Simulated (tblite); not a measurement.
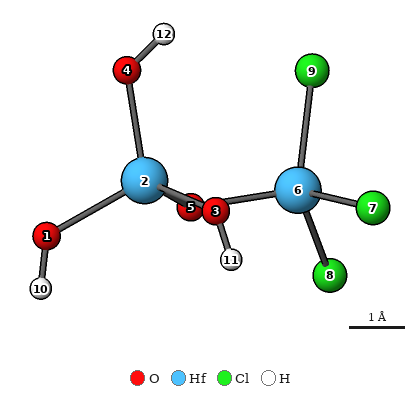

Figure 1. The structure as given in the input (ball-and-stick view, seen at a tilt; atoms are numbered from 1 in the order of the input). Sticks mark near contacts.

# Run report: Hf₂H₃Cl₃O₄, geometry relaxation

- system: Hf₂H₃Cl₃O₄
- method: GFN2-xTB geometry optimisation, gas phase (tblite 0.8.0)

**Input**
```
{"job": {"kind": "relax", "xc": "GFN2-xTB", "basis": "xTB"}, "charge": 0, "multiplicity": 1}
O     -3.018005     2.168086    -0.943420
Hf    -1.051165     1.518547    -0.675081
O     -0.480113     1.835560     1.303734
O      0.212632     2.541042    -1.941026
O     -0.928550    -0.522215    -1.081753
Hf     0.622581    -1.756044    -0.500610
Cl     1.435516    -1.100500     1.608006
Cl    -0.214780    -4.006075    -0.375606
Cl     2.361275    -1.643462    -2.096807
H     -3.796881     1.833707    -0.463720
H     -0.927745     1.466375     2.059297
H      1.176407     2.643832    -1.808590
```

The first line tells a small driver script what to run in tblite; the rest is the geometry in Å.

Run on 1 CPU thread, shared host.

Run as:
```bash
OMP_NUM_THREADS=1 python <driver script> task.json out
```

**Output**
```
step      E/eV     max force
  0    -943.89038    1.803
  1    -944.05401    1.551
  2    -944.61246    2.256
  3    -944.75574    1.744
  4    -944.96122    2.263
  5    -945.01964    0.460
  6    -945.03368    0.331
  7    -945.05186    0.289
  8    -945.05757    0.257
  9    -945.07282    0.329
 10    -945.08373    0.448
 11    -945.09462    0.405
 12    -945.10154    0.262
 13    -945.10886    0.266
 14    -945.11416    0.224
 15    -945.11801    0.227
 16    -945.12061    0.155
 17    -945.12320    0.177
 18    -945.12775    0.272
 19    -945.13566    0.348
 20    -945.14459    0.375
 21    -945.15096    0.245
 22    -945.15332    0.145
 23    -945.15384    0.184
 24    -945.15492    0.101
 25    -945.15703    0.162
 26    -945.16064    0.259
 27    -945.16583    0.359
 28    -945.17159    0.331
 29    -945.17674    0.195
 30    -945.17914    0.137
 31    -945.18055    0.151
 32    -945.18185    0.158
 33    -945.18312    0.212
 34    -945.18460    0.141
 35    -945.18866    0.127
 36    -945.19188    0.150
 37    -945.19469    0.140
 38    -945.19608    0.091
 39    -945.19675    0.073
 40    -945.19752    0.094
 41    -945.19916    0.140
 42    -945.20242    0.200
 43    -945.20566    0.231
 44    -945.20810    0.125
 45    -945.20910    0.120
 46    -945.20950    0.081
 47    -945.20993    0.061
 48    -945.21075    0.104
 49    -945.21136    0.095
 50    -945.21301    0.124
 51    -945.21487    0.125
 52    -945.21616    0.090
 53    -945.21659    0.165
 54    -945.21663    0.115
 55    -945.21726    0.060
 56    -945.21772    0.057
 57    -945.21873    0.047
 58    -945.21928    0.054
 59    -945.22045    0.138
 60    -945.22127    0.181
 61    -945.22248    0.187
 62    -945.22409    0.163
 63    -945.22660    0.141
 64    -945.22923    0.109
 65    -945.23055    0.331
 66    -945.23043    0.316
 67    -945.23097    0.487
 68    -945.23250    0.210
 69    -945.23596    0.103
 70    -945.23696    0.088
 71    -945.21931    1.260
 72    -945.23847    0.092
 73    -945.23967    0.073
 74    -945.23795    0.968
 75    -945.24486    0.087
 76    -945.24825    0.121
 77    -945.24534    1.136
 78    -945.25651    0.172
 79    -945.26137    0.194
 80    -945.26411    1.130
 81    -945.27682    0.316
 82    -945.28229    0.218
 83    -945.27858    0.847
 84    -945.29079    0.165
 85    -945.29251    0.352
 86    -945.29674    0.244
 87    -945.30390    0.476
 88    -945.31760    0.666
 89    -945.35452    1.148
 90    -945.39816    1.154
 91    -945.37533    1.652
 92    -945.36960    2.683
 93    -945.34938    1.558
 94    -945.45294    0.502
 95    -945.46022    0.520
 96    -945.46920    0.310
 97    -945.47546    0.310
 98    -945.48448    0.282
 99    -945.50588    0.380
100    -945.51368    0.425
101    -945.52165    0.227
102    -945.52850    0.237
103    -945.53341    0.290
104    -945.54040    0.285
105    -945.54925    0.209
106    -945.55587    0.192
107    -945.56009    0.163
108    -945.56347    0.174
109    -945.56714    0.153
110    -945.57061    0.205
111    -945.57466    0.219
112    -945.57902    0.195
113    -945.58471    0.242
114    -945.59199    0.252
115    -945.60236    0.294
116    -945.61940    0.374
117    -945.64270    0.543
118    -945.66146    0.931
119    -945.68184    0.720
120    -945.68231    1.250
121    -945.71342    0.638
122    -945.72895    0.540
123    -945.74152    0.361
124    -945.76446    0.475
125    -945.79733    0.681
126    -945.83616    0.579
127    -945.87872    0.888
128    -945.92526    0.926
129    -945.97415    0.747
130    -946.01240    0.668
131    -946.04784    0.493
132    -946.09083    0.310
133    -946.10959    0.260
134    -946.12223    0.209
135    -946.12954    0.217
136    -946.13777    0.300
137    -946.14464    0.244
138    -946.15172    0.307
139    -946.15850    0.258
140    -946.16641    0.300
141    -946.17469    0.294
142    -946.18415    0.321
143    -946.19727    0.444
144    -946.21491    0.412
145    -946.23516    0.460
146    -946.25703    0.552
147    -946.27589    0.573
148    -946.29252    0.457
149    -946.31019    0.487
150    -946.32029    0.548
151    -946.33866    0.457
152    -946.34882    0.280
153    -946.35992    0.186
154    -946.38180    0.505
155    -946.39333    0.518
156    -946.40423    0.351
157    -946.42206    0.415
158    -946.43117    0.237
159    -946.44016    0.209
160    -946.45015    0.293
161    -946.46334    0.335
162    -946.47534    0.359
163    -946.48639    0.297
164    -946.49460    0.231
165    -946.50002    0.214
166    -946.50572    0.175
167    -946.50857    0.305
168    -946.51141    0.185
169    -946.51332    0.175
170    -946.51673    0.124
171    -946.52036    0.146
172    -946.52306    0.123
173    -946.52518    0.106
174    -946.52714    0.097
175    -946.52908    0.102
176    -946.53102    0.150
177    -946.53297    0.100
178    -946.53494    0.230
179    -946.53669    0.120
180    -946.53846    0.103
181    -946.53959    0.086
182    -946.54061    0.075
183    -946.54132    0.059
184    -946.54174    0.053
185    -946.54212    0.048
186    -946.54255    0.044
187    -946.54292    0.044
188    -946.54323    0.061
189    -946.54352    0.048
190    -946.54381    0.041
191    -946.54405    0.026
192    -946.54421    0.023
193    -946.54432    0.026
194    -946.54440    0.024
195    -946.54447    0.022
196    -946.54454    0.024
197    -946.54462    0.028
198    -946.54471    0.025
199    -946.54481    0.027
200    -946.54491    0.025
201    -946.54491    0.025
202    -946.54552    0.021
203    -946.54553    0.002
```

**Trajectory as extended XYZ (Å, eV, eV/Å), 9 of the 27 frames kept, from step=0 to step=203**
```
12
Properties=species:S:1:pos:R:3:forces:R:3 step=0 energy=-943.89038
O    -3.0180    2.1681   -0.9434    1.0110  -0.4470   0.4520
Hf   -1.0512    1.5185   -0.6751   -0.2360   0.1630  -0.0030
O    -0.4801    1.8356    1.3037   -0.1720  -0.1060  -1.7910
O     0.2126    2.5410   -1.9410   -0.1510  -0.5500   0.8240
O    -0.9285   -0.5222   -1.0818    1.3880   0.1750   0.9520
Hf    0.6226   -1.7560   -0.5006   -1.3080   0.5470  -0.5860
Cl    1.4355   -1.1005    1.6080   -0.1750  -0.1500  -0.4030
Cl   -0.2148   -4.0061   -0.3756    0.4370   0.6680  -0.0050
Cl    2.3613   -1.6435   -2.0968   -0.3430  -0.1180   0.3960
H    -3.7969    1.8337   -0.4637    0.3970   0.0660  -0.1910
H    -0.9277    1.4664    2.0593   -0.2230  -0.1690   0.3490
H     1.1764    2.6438   -1.8086   -0.6260  -0.0810   0.0050
12
Properties=species:S:1:pos:R:3:forces:R:3 step=24 energy=-945.15492
O    -2.8366    2.1902   -0.8287    0.0520  -0.0550   0.0620
Hf   -1.0806    1.5447   -0.7154   -0.0140  -0.0370  -0.0470
O    -0.4730    1.8354    1.0232    0.0300   0.0350   0.0250
O     0.1261    2.3971   -1.8713   -0.0320  -0.0570  -0.0170
O    -0.9085   -0.3438   -0.8728   -0.0060  -0.0510  -0.0520
Hf    0.4254   -1.5700   -0.6094   -0.0210   0.0590   0.0180
Cl    1.3196   -1.1890    1.4181   -0.0080   0.0240   0.0120
Cl    0.0257   -3.7757   -0.3730   -0.0540  -0.0030   0.0040
Cl    2.2517   -1.7879   -1.9092   -0.0120   0.0500  -0.0100
H    -3.5548    1.6801   -0.4317   -0.0270  -0.0200  -0.0140
H    -0.9171    1.4408    1.7840    0.0260   0.0090  -0.0450
H     1.0132    2.5571   -1.5293    0.0650   0.0450   0.0640
12
Properties=species:S:1:pos:R:3:forces:R:3 step=48 energy=-945.21075
O    -2.7836    2.1505   -0.6575   -0.0870  -0.0350   0.0460
Hf   -1.0618    1.4448   -0.7319   -0.0040   0.0110  -0.0070
O    -0.2700    1.7044    0.9373    0.0190   0.0270   0.0160
O     0.2211    2.2197   -1.8533    0.0070  -0.0200  -0.0070
O    -1.0866   -0.4341   -0.9448    0.0370   0.0270  -0.0190
Hf    0.3971   -1.4596   -0.6036   -0.0330   0.0020   0.0070
Cl    1.2163   -1.1016    1.4600    0.0200  -0.0420   0.0120
Cl   -0.0608   -3.6573   -0.3699    0.0160  -0.0110  -0.0020
Cl    2.2105   -1.6741   -1.9233    0.0040  -0.0010   0.0090
H    -3.5098    1.5135   -0.5878    0.0400   0.0490  -0.0420
H    -0.7939    1.5722    1.7377    0.0000   0.0010   0.0000
H     0.9127    2.7006   -1.3786   -0.0190  -0.0090  -0.0120
12
Properties=species:S:1:pos:R:3:forces:R:3 step=80 energy=-945.26411
O    -2.8870    2.0260   -0.4126   -0.6440  -0.1850  -0.9020
Hf   -1.1359    1.4210   -0.6154    0.0280  -0.0370  -0.0970
O    -0.0912    1.5451    0.9494   -0.1280  -0.0250   0.1540
O    -0.2114    2.4056   -1.9018    0.3080   0.0900   0.1420
O    -0.9526   -0.4279   -0.9258    0.0220   0.0310   0.0270
Hf    0.4496   -1.4522   -0.3077   -0.1740  -0.0290  -0.0220
Cl    1.4461   -1.6374    1.7068   -0.0010  -0.0370   0.0140
Cl   -0.0835   -3.6491   -0.5727    0.0500   0.1060   0.0840
Cl    2.1888   -1.4913   -1.7432    0.0680   0.0550   0.0140
H    -3.4720    1.8961   -1.2080    0.6310   0.2050   0.9140
H    -0.5746    1.7659    1.7647    0.1690  -0.1130  -0.1830
H     0.7149    2.5771   -1.6493   -0.3300  -0.0620  -0.1460
12
Properties=species:S:1:pos:R:3:forces:R:3 step=104 energy=-945.54040
O    -2.9476    1.8426   -0.5402   -0.2180   0.0410  -0.0230
Hf   -1.1752    1.3278   -0.8191    0.0910   0.0810   0.2570
O    -0.1058    0.9501    0.8517   -0.0220   0.0100  -0.0260
O    -0.4061    2.6596   -1.8698   -0.0310  -0.0120  -0.0720
O    -0.9281   -0.4731   -1.1856    0.0380  -0.1540  -0.0110
Hf    0.3079   -1.3446   -0.0270    0.0210   0.1360   0.1030
Cl    1.4738   -1.8469    1.9035   -0.1140   0.0820  -0.0870
Cl   -0.0758   -3.5556   -0.3974    0.0420  -0.1200  -0.0790
Cl    2.1642   -0.8872   -1.2765   -0.0490   0.0340   0.0200
H    -3.4766    2.3999   -1.1294    0.1670  -0.0320   0.0660
H     0.0491    1.3395    1.7296   -0.0040  -0.0480  -0.1010
H     0.5114    2.5668   -2.1554    0.0780  -0.0200  -0.0460
12
Properties=species:S:1:pos:R:3:forces:R:3 step=128 energy=-945.92526
O    -2.7261    2.0566   -0.5693    0.0830  -0.6250   0.6790
Hf   -1.0450    1.2026   -0.7180    0.1820  -0.1840   0.2380
O    -0.0606    0.7618    0.9987    0.0260   0.1890   0.3770
O    -0.6083    2.3377   -2.0911   -0.0200   0.4810  -0.3640
O    -1.0900   -0.7032   -0.8058   -0.4500  -0.3980  -0.1290
Hf    0.3069   -1.4851    0.1093   -0.2240   0.1660   0.2110
Cl    0.6606   -2.0029    2.3166    0.0250  -0.2290  -0.1130
Cl    0.7414   -3.5295   -0.8248    0.0740   0.1380   0.1400
Cl    1.5392    0.1205   -1.1949    0.2330   0.1810  -0.3660
H    -2.9087    2.8088   -1.1219   -0.0340   0.4070  -0.3840
H     0.4834    1.1246    1.7252   -0.1970  -0.0130  -0.1110
H     0.0983    2.2870   -2.7396    0.3030  -0.1120  -0.1780
12
Properties=species:S:1:pos:R:3:forces:R:3 step=160 energy=-946.45015
O    -2.2520    2.1931   -0.1063    0.1510  -0.0290   0.0640
Hf   -0.8594    1.2483   -0.9608    0.1630   0.0430  -0.0810
O     0.3561    0.7057    1.0155   -0.1380   0.1560   0.1710
O    -0.7759    2.1894   -2.5980   -0.1740  -0.0070   0.2350
O    -1.1644   -0.6382   -0.7186    0.0620   0.0010  -0.0480
Hf    0.3168   -1.2576    0.2494    0.0530  -0.0710   0.1100
Cl   -0.1084   -2.2918    2.2608   -0.0020   0.0550  -0.0780
Cl    1.2348   -3.1395   -0.6305    0.0320   0.0110  -0.0050
Cl    1.4371    0.3163   -1.5653   -0.0740  -0.0830   0.0260
H    -2.8722    2.6933   -0.6437   -0.0460   0.0930  -0.0970
H     0.0724    0.9440    1.9205   -0.0210  -0.1440  -0.1830
H     0.0064    2.0157   -3.1386   -0.0040  -0.0240  -0.1130
12
Properties=species:S:1:pos:R:3:forces:R:3 step=184 energy=-946.54174
O    -2.0001    2.3295    0.0056    0.0100   0.0320  -0.0130
Hf   -0.7475    1.2737   -0.9215   -0.0220   0.0390  -0.0120
O     0.3163    0.7236    1.0465    0.0150  -0.0230  -0.0060
O    -0.9676    2.1081   -2.5931    0.0220  -0.0240   0.0070
O    -1.0666   -0.6158   -0.7234    0.0080  -0.0510  -0.0120
Hf    0.4026   -1.2418    0.2569   -0.0230  -0.0140  -0.0220
Cl   -0.2360   -2.3025    2.1838    0.0170   0.0110  -0.0040
Cl    1.4368   -3.0949   -0.5602    0.0070   0.0160   0.0100
Cl    1.5053    0.3261   -1.5556   -0.0180   0.0080   0.0190
H    -2.5707    2.8694   -0.5544    0.0030   0.0030   0.0110
H    -0.2413    0.8160    1.8398   -0.0090   0.0050   0.0010
H    -0.4398    1.7873   -3.3400   -0.0080  -0.0020   0.0200
12
Properties=species:S:1:pos:R:3:forces:R:3 step=203 energy=-946.54553
O    -1.9649    2.3982    0.0023    0.0000   0.0000   0.0000
Hf   -0.7683    1.2755   -0.9195    0.0000   0.0000   0.0000
O     0.2860    0.6915    1.0623    0.0000   0.0000   0.0000
O    -0.9851    2.0697   -2.6082   -0.0010   0.0010   0.0010
O    -1.0790   -0.6208   -0.7381    0.0000   0.0000   0.0000
Hf    0.3901   -1.2443    0.2467    0.0000   0.0000   0.0000
Cl   -0.2066   -2.3298    2.1726    0.0000   0.0000   0.0000
Cl    1.4907   -3.0564   -0.5708    0.0000   0.0000   0.0000
Cl    1.4955    0.3629   -1.5286    0.0000   0.0000   0.0000
H    -2.5261    2.9553   -0.5497    0.0000   0.0000   0.0000
H    -0.2738    0.7761    1.8550    0.0000   0.0000   0.0000
H    -0.4673    1.7010   -3.3394    0.0010  -0.0010  -0.0010
```

**Key numbers**

| quantity | value |
| --- | --- |
| outcome | converged |
| total energy | −946.5455 eV |
| wall time | 5.4 s |
| peak memory | 0.17 GiB |
